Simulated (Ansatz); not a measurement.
## Electronic structure of CH6GeSi (charge +1, doublet) in real space

| atom | x (Å) | y (Å) | z (Å) |
| --- | --- | --- | --- |
| C | -2.9212 | -1.1370 | 0.6185 |
| Ge | -2.4246 | -1.4704 | -1.2200 |
| Si | -0.4474 | -0.7621 | -2.1521 |
| H | -3.0884 | -2.1080 | 1.1133 |
| H | -3.8712 | -0.5775 | 0.6245 |
| H | -2.1419 | -0.5706 | 1.1444 |
| H | -3.3770 | -2.2474 | -2.1361 |
| H | -0.1482 | -1.0613 | -3.5685 |
| H | 0.5232 | -0.0067 | -1.3314 |

Geometry: B3LYP-D3(BJ)/def2-SVP.

All numbers below come from isolated molecule in a Gaussian basis; Kohn-Sham density functional theory, functional PBE0 in Ansatz 0.2.0.

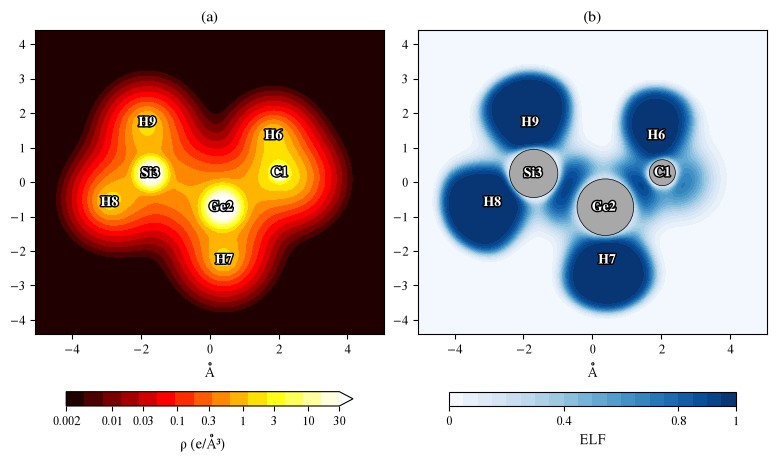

Figure 1. (a) electron density; (b) ELF on the plane of atoms Si3, Ge2 and H7. Grey discs cover the atomic cores in the ELF map.

What does the map show?

Answer.
- Atoms in the plane: C, Ge, Si and H.
- C–Ge (1.93 Å): ρ at the midpoint is about 0.9 e/Å³; the ELF peaks at about 0.90 in the valence shell of C, 0.7 Å from its nucleus, and is about 0.65 at the midpoint.
- Si–Ge (2.30 Å): ρ at the midpoint is about 0.66 e/Å³; the ELF peaks at about 0.90 between the atoms, as expected for localised, covalent bonding.
- C–H (1.10 Å): the density is about 2 e/Å³ at the midpoint; the ELF climbs to about 1 towards the hydrogen, as it does in any bond to H; a covalent bond by its length.
- Si–H (1.48 Å): ρ is about 0.85 e/Å³ halfway; the ELF climbs to about 1 towards the hydrogen.
- Ge–H (1.53 Å): ρ at the midpoint is about 1.1 e/Å³; the ELF climbs to about 1 towards the hydrogen.

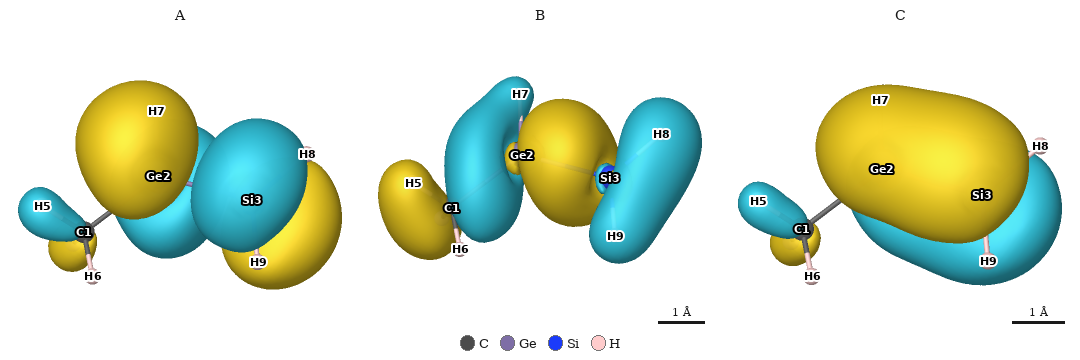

Figure 2. Three frontier orbitals at ±0.08 Å⁻³ᐟ² (yellow and cyan are the two phases), in no order.

Which picture is the HOMO−1, the HOMO and the LUMO? All are α orbitals.

Answer. B is the HOMO−1 (α) (−14.36 eV). By Hirshfeld shares it lies mainly on Ge2 (about 30 %), Si3 (about 30 %), C1 (about 20 %) and H8 (about 10 %). C is the HOMO (α) (−11.85 eV). By Hirshfeld shares it lies mainly on Si3 (about 55 %) and Ge2 (about 40 %); π-bonding across Si3–Ge2. A is the LUMO (α) (−7.50 eV). Its weight (Hirshfeld) is mainly on Ge2 (about 45 %) and Si3 (about 40 %); π-antibonding (π*) across Ge2–Si3.

What is the gap between the highest occupied and lowest empty α orbitals?

Answer. 4.35 eV between the orbital energies.
